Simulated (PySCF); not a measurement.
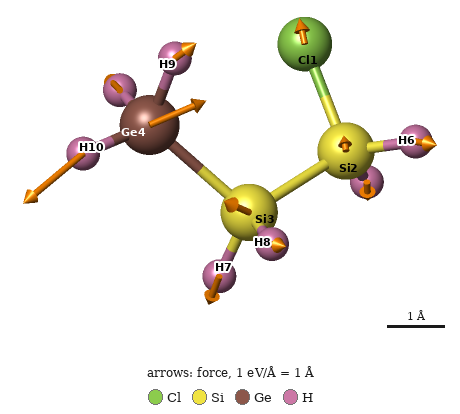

Starting geometry of GeSi$_{2}$H$_{7}$Cl with the computed forces as orange arrows. Style: ball-and-stick. Shown from a free direction.

The start comes from GFN2-xTB. Its atoms were then displaced at random by about 0.01 Å.

These are results of PySCF 2.14.0, density-fitted response routines, PBE0-D3(BJ)/def2-SVP geometry optimisation, gas phase, not measurements. 

What follows when this structure is relaxed?

It isn't relaxed: the largest force vector, on an H atom, is 1.57 eV/Å. The final displacements follow the starting forces only in part (cosine between the two patterns 0.50). After 6 geometry steps the energy has fallen by 4.95 kcal/mol. The atom that moves furthest after the best rigid fit is the Cl atom (0.17 Å). By element the largest moves are Cl 0.17 Å, H 0.16 Å, Si 0.06 Å, Ge 0.06 Å. Near-neighbour distances that change, for instance: Ge–H 1.466 → 1.541 Å, Ge–H 1.494 → 1.538 Å, Si–Si 2.313 → 2.352 Å, H–Si 1.459 → 1.497 Å. Bond angles that change, for instance: Si–Ge–H 116.8° → 109.7°, H–Ge–H 104.0° → 109.0°, Si–Si–H 113.2° → 108.9°. The run took 69 s on 1 thread of Arm Neoverse N1, with other jobs on the host.
